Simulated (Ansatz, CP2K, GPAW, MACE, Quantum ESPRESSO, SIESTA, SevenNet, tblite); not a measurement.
## CP2K runs on coherent Mg-rich inclusion in Li2O (96 atoms)

How do the settings of CP2K change the result for coherent Mg-rich inclusion in Li2O (96 atoms)? A plane-wave run serves as the yardstick.

Method: the method is named at each step, in CP2K 2026.2.

## (1) Starting point

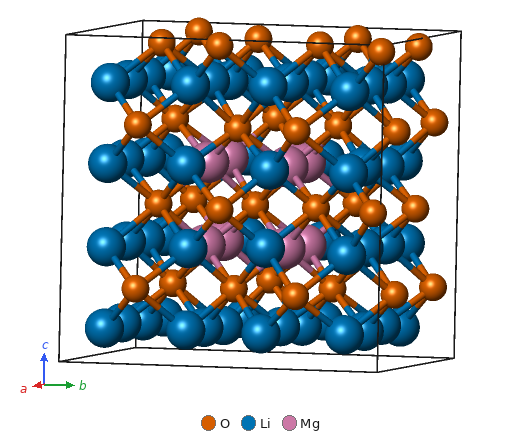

The starting structure, seen slightly off an axis (oxygen orange, lithium blue, magnesium pink). Bonds to atoms that aren't drawn are left out.

The cell holds 96 atoms: 32 O, 56 Li and 8 Mg. Cell: a = 9.220 Å, b = 9.220 Å, c = 9.220 Å, α = 90.0°, β = 90.0°, γ = 90.0°. It derives from Li2O (fluorite-type), repeated 2×2×2. Antifluorite-type Li2O (a = 4.61 Å), 2 x 2 x 2 conventional cells, Li replaced by Mg within 3.22 Å of the centre; not relaxed, displaced by a Gaussian of 0.02 Å. Then every atom was moved at random, 0.03 Å r.m.s. a Cartesian component. Nearest the centre at fractional (0.515, 0.517, 0.522): O85 at 0.33 Å, Mg86 at 1.65 Å, Mg42 at 1.87 Å, Mg69 at 1.88 Å, Mg84 at 1.97 Å, Mg23 at 2.08 Å, Mg53 at 2.15 Å, Mg32 at 2.16 Å.

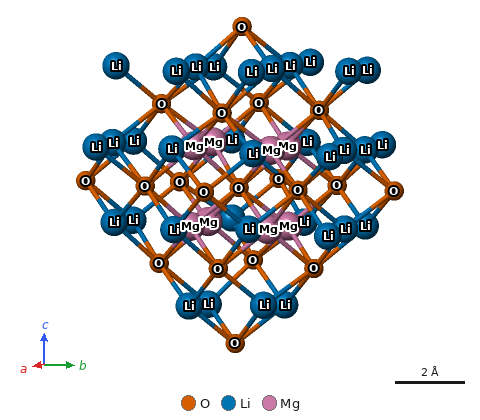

The atoms within 5 Å of the centre.

The yardstick, on the same geometry:

```
method                                           : Kohn-Sham DFT, PBE, PAW, plane waves (Ansatz 0.2.0); cutoff 420 eV, Γ point, fermi-dirac smearing of 0.05 eV; PAW set soft_2
r.m.s. force component                           : 0.7373 eV/Å
longest force                                    : 3.914 eV/Å
pressure                                         : 12.73 GPa
spacing of highest filled and lowest empty level : 0.3229 eV
SCF cycles                                       : 9
time                                             : 11 s on 4 threads of Arm Neoverse V1, shared host
CPU time                                         : 40 s
```

## (2) PBE, DZVP-UZH, 1200/60 Ry, diagonalisation

Method: Kohn-Sham DFT, PBE, GTH-PBE pseudopotentials, Gaussian and plane waves, DZVP-MOLOPT (UZH set), diagonalisation.

Contents of input.inp:

```
&GLOBAL
  PROJECT cell
  RUN_TYPE ENERGY_FORCE
  PRINT_LEVEL LOW
&END GLOBAL
&FORCE_EVAL
  METHOD QS
  STRESS_TENSOR ANALYTICAL
  &DFT
    BASIS_SET_FILE_NAME BASIS_MOLOPT_UZH
    POTENTIAL_FILE_NAME POTENTIAL_UZH
    &MGRID
      CUTOFF 1200
      REL_CUTOFF 60
      NGRIDS 5
    &END MGRID
    &QS
      EPS_DEFAULT 1.0E-12
    &END QS
    &SCF
      SCF_GUESS ATOMIC
      EPS_SCF 5.0E-06
      MAX_SCF 200
      ADDED_MOS 46
      &DIAGONALIZATION
        ALGORITHM STANDARD
      &END DIAGONALIZATION
      &SMEAR ON
        METHOD FERMI_DIRAC
        ELECTRONIC_TEMPERATURE [K] 580
      &END SMEAR
      &MIXING
        METHOD BROYDEN_MIXING
        ALPHA 0.15
        NBROYDEN 12
      &END MIXING
      &PRINT
        &RESTART OFF
        &END RESTART
      &END PRINT
    &END SCF
    &XC
      &XC_FUNCTIONAL PBE
      &END XC_FUNCTIONAL
    &END XC
    &PRINT
      &MULLIKEN ON
      &END MULLIKEN
      &HIRSHFELD ON
        SHAPE_FUNCTION DENSITY
      &END HIRSHFELD
      &MO ON
        EIGENVALUES T
        OCCUPATION_NUMBERS T
        MO_INDEX_RANGE 209 232
        &EACH
          QS_SCF 0
        &END EACH
        ADD_LAST NUMERIC
      &END MO
    &END PRINT
  &END DFT
  &SUBSYS
    &CELL
      A 9.22000 0.00000 0.00000
      B 0.00000 9.22000 0.00000
      C 0.00000 0.00000 9.22000
    &END CELL
    &COORD
      O 9.21834 0.04195 0.01116
      Li 1.09773 1.18385 1.13738
      Mg 3.50849 3.43427 3.48055
      O 0.02831 2.30039 2.32630
      Li 1.14872 3.57220 3.48691
      Li 3.41527 1.14254 1.13139
      O 2.27015 0.01512 2.29099
      Li 3.49632 1.18394 3.44588
      Li 1.19076 3.50369 1.17223
      O 2.27172 2.30030 0.05477
      Li 3.43703 3.47207 1.07422
      Li 1.22506 1.17684 3.41647
      O 0.00028 9.12273 4.67657
      Li 1.16670 1.15351 5.77651
      Li 3.43297 3.47880 7.98092
      O 9.21410 2.25991 6.94377
      Li 1.15471 3.40209 8.07985
      Li 3.43233 1.13646 5.74314
      O 2.29080 9.17777 6.93648
      Li 3.48746 1.09976 8.04113
      Li 1.17546 3.52222 5.76047
      O 2.38687 2.28527 4.55182
      Mg 3.42302 3.49576 5.80113
      Li 1.16661 1.23456 8.08253
      O 0.00129 4.57496 0.02489
      Li 1.08741 5.80795 1.17933
      Li 3.42163 8.10871 3.50332
      O 9.16643 6.90855 2.26148
      Li 1.10788 8.12402 3.44985
      Li 3.38171 5.74277 1.12761
      O 2.34640 4.53117 2.35184
      Mg 3.46902 5.81487 3.42256
      Li 1.15895 8.04307 1.08289
      O 2.34584 6.92284 9.21862
      Li 3.44146 8.04795 1.23262
      Li 1.16559 5.73244 3.43666
      O 9.18708 4.67076 4.61913
      Li 1.14559 5.77172 5.75761
      Li 3.45040 8.07405 8.03154
      O 0.05716 6.87425 6.92330
      Li 1.13563 8.03080 8.06390
      Mg 3.44680 5.73945 5.74738
      O 2.26683 4.58686 6.92689
      Li 3.41702 5.75844 8.09092
      Li 1.15379 8.02324 5.76379
      O 2.29836 6.97484 4.59313
      Li 3.53191 8.07617 5.72230
      Li 1.12032 5.81072 8.08714
      O 4.54408 0.00074 9.16486
      Li 5.78066 1.09653 1.17786
      Li 8.03228 3.50295 3.44570
      O 4.68367 2.28269 2.28029
      Mg 5.74249 3.44164 3.43795
      Li 8.03366 1.13535 1.12281
      O 6.89462 0.01789 2.28103
      Li 8.09488 1.15508 3.42274
[... 36 atom lines left out ...]
      Li 5.72627 7.96599 5.79265
      O 6.96967 6.93040 4.65416
      Li 8.05118 8.10945 5.71741
      Li 5.72728 5.77910 8.10493
    &END COORD
    &KIND O
      BASIS_SET DZVP-MOLOPT-PBE-GTH-q6
      POTENTIAL GTH-PBE-q6
    &END KIND
    &KIND Li
      BASIS_SET DZVP-MOLOPT-PBE-GTH-q3
      POTENTIAL GTH-PBE-q3
    &END KIND
    &KIND Mg
      BASIS_SET DZVP-MOLOPT-PBE-GTH-q10
      POTENTIAL GTH-PBE-q10
    &END KIND
  &END SUBSYS
  &PRINT
    &FORCES ON
    &END FORCES
    &STRESS_TENSOR ON
    &END STRESS_TENSOR
  &END PRINT
&END FORCE_EVAL
```

Command:

```console
OMP_NUM_THREADS=1 mpirun -np 4 cp2k.psmp -i input.inp > output.txt
```

Numbers of over 12 decimals in the logs are rounded to 6 here.

The program printed:

```text
CP2K| version string:                                       CP2K version 2026.2
 CP2K| Input file name                                                 input.inp
 GLOBAL| Basis set file name                                    BASIS_MOLOPT_UZH
 GLOBAL| Potential file name                                       POTENTIAL_UZH
 GLOBAL| Run type                                                   ENERGY_FORCE
 GLOBAL| Total number of message passing processes                             4
 GLOBAL| Number of threads for this process                                    1
 TOTAL NUMBERS AND MAXIMUM NUMBERS
  Total number of            - Atomic kinds:                                   3
                             - Atoms:                                         96
                             - Shell sets:                                    96
                             - Shells:                                       424
                             - Primitive Cartesian functions:                496
                             - Cartesian basis functions:                    856
                             - Spherical basis functions:                    824
  Maximum angular momentum of- Orbital basis functions:                        2
                             - Local part of the GTH pseudopotential:          6
                             - Non-local part of the GTH pseudopotential:      1
 SCF PARAMETERS         Density guess:                                    ATOMIC
                        max_scf:                                             200
                        eps_scf:                                        5.00E-06
                        added MOs                                        46    0
                        Mixing method:                            BROYDEN_MIXING
                                                charge density mixing in g-space
                        Smear method:                                FERMI_DIRAC
                        Electronic temperature [K]:                        580.0
                        Electronic temperature [a.u.]:                  1.84E-03
                        Accuracy threshold:                             1.00E-10
 Extrapolation method: initial_guess
 Number of electrons:                                                        440
 Number of occupied orbitals:                                                220
 Number of molecular orbitals:                                               266
 Number of orbital functions:                                                824
 Number of independent orbital functions:                                    824
 SCF WAVEFUNCTION OPTIMIZATION
  Step     Update method      Time    Convergence         Total energy    Change
     1 NoMix/Diag. 0.15E+00   10.6     1.00848593     -1456.0481877060 -1.46E+03
     2 Broy./Diag. 0.15E+00   13.6     0.10396051     -1379.1952108568  7.69E+01
     3 Broy./Diag. 0.15E+00   13.3     0.16580915     -1415.0267595577 -3.58E+01
     4 Broy./Diag. 0.15E+00   13.3     0.04687604     -1444.7098004163 -2.97E+01
[...]
18 Broy./Diag. 0.15E+00   13.2     0.00002129     -1440.9850035877 -2.50E-04
    19 Broy./Diag. 0.15E+00   13.2     0.00000420     -1440.9850848277 -8.12E-05
  *** SCF run converged in    19 steps ***
  Electronic density on regular grids:       -440.0000000007       -0.0000000007
  Core density on regular grids:              439.9999999996       -0.0000000004
  Total charge density on r-space grids:       -0.0000000011
  Total charge density g-space grids:          -0.0000000011
  Overlap energy of the core charge distribution:               1.401e-11
  Self energy of the core charge distribution:              -2856.203264
  Core Hamiltonian energy:                                    754.865548
  Hartree energy:                                             950.664273
  Exchange-correlation energy:                               -290.308314
  Electronic entropic energy:                                  -0.00332723
  Fermi energy:                                                 0.268241
  Total energy:                                             -1440.985085
  Total energy (extrapolated to T->0):                      -1440.983421
 MO| EIGENVALUES AND OCCUPATION NUMBERS
 MO|
 MO|  Index      Eigenvalue [a.u.]        Eigenvalue [eV]             Occupation
 MO|    209               0.090867               2.472630               2.000000
 MO|    210               0.092168               2.508013               2.000000
 MO|    211               0.093590               2.546719               2.000000
[...]
MO|    231               0.352254               9.585317               0.000000
 MO|    232               0.356788               9.708690               0.000000
 MO| Sum:                                                             440.000000
 MO| E(Fermi):            0.268241 a.u.          7.299221 eV
 !-----------------------------------------------------------------------------!
                     Mulliken Population Analysis
 #  Atom  Element  Kind  Atomic population                           Net charge
       1     O        1          7.182764                             -1.182764
       2     Li       2          2.423362                              0.576638
       3     Mg       3          9.453411                              0.546589
[...]
95     Li       2          2.433369                              0.566631
      96     Li       2          2.416749                              0.583251
 # Total charge                            440.000000                  0.000000
 !-----------------------------------------------------------------------------!
 !-----------------------------------------------------------------------------!
                           Hirshfeld Charges
  #Atom  Element  Kind  Ref Charge     Population                    Net charge
      1       O      1       6.000          6.383                        -0.383
      2       Li     2       3.000          2.830                         0.170
      3       Mg     3      10.000          9.649                         0.351
[...]
95       Li     2       3.000          2.833                         0.167
     96       Li     2       3.000          2.844                         0.156
  Total Charge                                                           -0.000
 !-----------------------------------------------------------------------------!
 ENERGY| Total FORCE_EVAL ( QS ) energy [hartree]          -1440.985033
 FORCES| Atomic forces [hartree/bohr]
 FORCES|   Atom     x               y               z               |f|
 FORCES|      1 -3.89739859E-03 -6.83916760E-03 -3.80519032E-03   8.74319178E-03
 FORCES|      2  2.73924599E-03 -2.20271159E-03  2.31238778E-03   4.20743914E-03
 FORCES|      3 -5.91229459E-02 -3.30667622E-02 -5.00861061E-02   8.42469674E-02
[...]
FORCES|     95  3.99353584E-03 -3.11458612E-03  7.74664032E-03   9.25523697E-03
 FORCES|     96  1.40146753E-03 -1.89482561E-03  1.23290398E-02   1.25522786E-02
 FORCES| Sum    -2.88294687E-02  1.02779936E-02 -8.38440577E-03
 FORCES| Total atomic force                                       3.17344241E-02
 STRESS| Analytical stress tensor [bar]
 STRESS|                        x                   y                   z
 STRESS|      x        1.62316046706E+05  -3.34058155991E+02  -1.93354054794E+03
 STRESS|      y       -3.34058155991E+02   1.58294582832E+05   7.75126392468E+02
 STRESS|      z       -1.93354054794E+03   7.75126392468E+02   1.57235285102E+05
 STRESS| 1/3 Trace                                             1.59281971546E+05
```

The job ended after 4.7 min (4 MPI ranks of Arm Neoverse V1, shared host; peak memory 8 GiB).

Banners, paths, timers and routine set-up lines are dropped from the logs unmarked, and long logs keep their key lines alone; longer cuts are marked.

Compared with the plane-wave run:

| Item | Value |
| --- | --- |
| r.m.s. force component | 0.816 eV/Å |
| r.m.s. difference of force components | 146.1 meV/Å |
| longest difference of force vectors | 997.3 meV/Å |
| force difference over r.m.s. force | 19.82 % |
| slope of forces against the reference's | 1.093 |
| correlation of force components | 0.9874 |
| pressure | 15.93 GPa |
| pressure difference | 3.202 GPa |

Length of the force difference by element (eV/Å):

```
element  atoms   mean  most
     Li     56  0.100  0.21
     Mg      8   0.62  1.00
      O     32   0.17  0.55
```

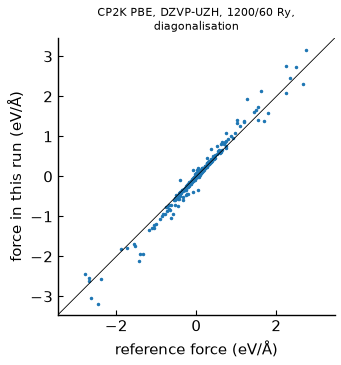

Force components against those of the reference; the line marks equality.

Local excerpt of 11 atoms (numbers count through the whole input) about Mg3, which bears the longest force; x, y, z are measured from there.

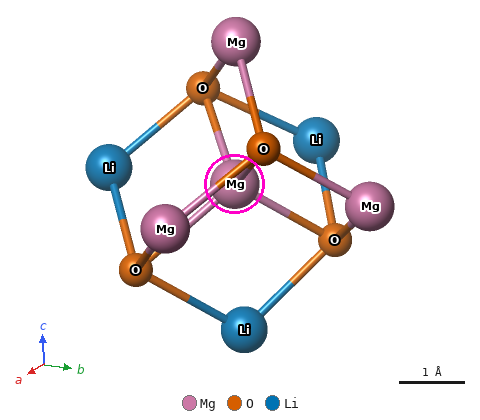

The atoms of the table, within 2.4 Å (arrows a, b, c point along x, y, z); some may hide others; the central atom is ringed.

```csv
atom,x,y,z,distance (Å),bonds,Hirshfeld charge (e),Fx,Fy,Fz (eV/Å)
Mg3,0.00,0.00,0.00,0.00,4,0.35,-3.04,-1.70,-2.58
O22,-1.12,-1.15,1.07,1.93,8,-0.34,-1.19,-0.73,0.63
O85,1.10,1.17,1.08,1.93,8,-0.25,0.46,-0.53,-0.39
O31,-1.16,1.10,-1.13,1.96,8,-0.35,-0.73,0.71,-1.29
O52,1.18,-1.15,-1.20,2.04,8,-0.34,-0.70,-0.45,-0.43
Mg53,2.23,0.01,-0.04,2.23,4,0.35,3.15,-1.82,-1.78
Li8,-0.01,-2.25,-0.03,2.25,4,0.15,0.02,-1.35,-0.08
Mg23,-0.09,0.06,2.32,2.32,4,0.32,-2.11,-2.45,1.93
Li5,-2.36,0.14,0.01,2.36,4,0.15,-0.82,-0.59,0.12
Mg32,-0.04,2.38,-0.06,2.38,4,0.34,-3.20,1.41,-1.94
Li11,-0.07,0.04,-2.41,2.41,4,0.16,0.22,-0.15,-0.55
```

Forces lie 20 % from the reference's, at 29 times its CPU time.

The difference per atom is largest on Mg (0.62 eV/Å on average, against 0.17 on O). The forces add up to 1.6 eV/Å instead of zero, usually a sign of too coarse a grid.

[end of part 1 of 2]

[Also dropped from logs without a mark: logging warnings of Python, and SIESTA's first energy breakdown and zero terms.]

[Logs are printed without paths, hosts, clocks, repeated set-up lines and the standing remarks that a program may print on its own settings, such as how far it seeks lower states.]

[Hosts, paths, dates, database ids (printed as entryN), source tags and the programs' standing remarks are cut or masked in the printed files.]
